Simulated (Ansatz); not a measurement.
Cl3H3InN

The calculation's input:

```
crystal:
  periodic: [false, false, false]
  atoms:
    - {symbol: Cl, position_ang: [2.459891, -1.275717, 0.072422]}
    - {symbol: Cl, position_ang: [-0.378367, -0.519433, -2.689333]}
    - {symbol: Cl, position_ang: [1.105867, 2.486360, -0.448600]}
    - {symbol: In, position_ang: [0.835192, 0.179204, -0.802358]}
    - {symbol: N, position_ang: [-0.793398, -0.189118, 0.770309]}
    - {symbol: H, position_ang: [-1.026957, 0.681421, 1.250361]}
    - {symbol: H, position_ang: [-0.471506, -0.866458, 1.463439]}
    - {symbol: H, position_ang: [-1.638621, -0.553358, 0.327860]}
basis:
  gaussian:
    orbitals: def2-TZVPD
magnetization:
  spin_polarized: false
hamiltonian:
  xc: {name: PBE0}
output: {forces: true, orbitals: {seedname: orbitals}}
```

Launched as:

```sh
ansatz run input.yaml --threads 2 --pin off --max-ram 5220MiB --events-out events.jsonl --progress --plain --runs-dir runs
```

Geometry: PBE0-D4/def2-SVP; core potentials replace the inner electrons of In.

These are results of Ansatz, isolated molecule in a Gaussian basis; Kohn-Sham density functional theory, functional PBE0, not measurements.

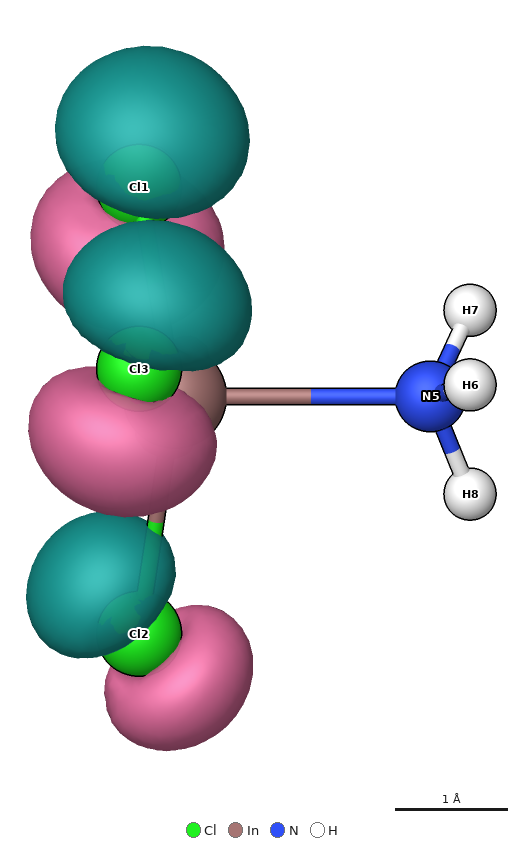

Figure 1. The HOMO−1 at ±0.15 Å⁻³ᐟ² (teal and pink are the two phases), seen from one side.

### Where does this orbital lie, and at what energy?

It lies mainly on Cl1 (about 35 %), Cl3 (about 35 %), Cl2 (about 20 %) and In4 (about 5 %); largely a combination of lone pairs on Cl1, Cl3 and Cl2. It is one of a degenerate set, so its orientation is arbitrary. Its energy is −8.85 eV.

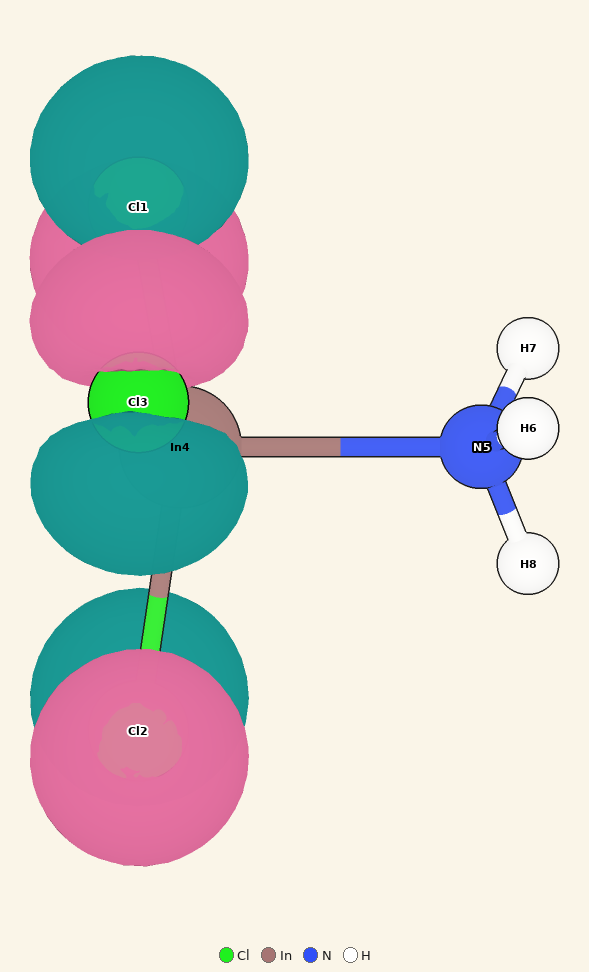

Figure 2. The HOMO at ±0.15 Å⁻³ᐟ² (teal and pink are the two phases), seen from one side.

### Describe this orbital and give its energy.

By Hirshfeld shares it lies mainly on Cl1 (about 30 %), Cl2 (about 30 %) and Cl3 (about 30 %); largely a combination of lone pairs on Cl1, Cl2 and Cl3. Its energy is −8.76 eV.
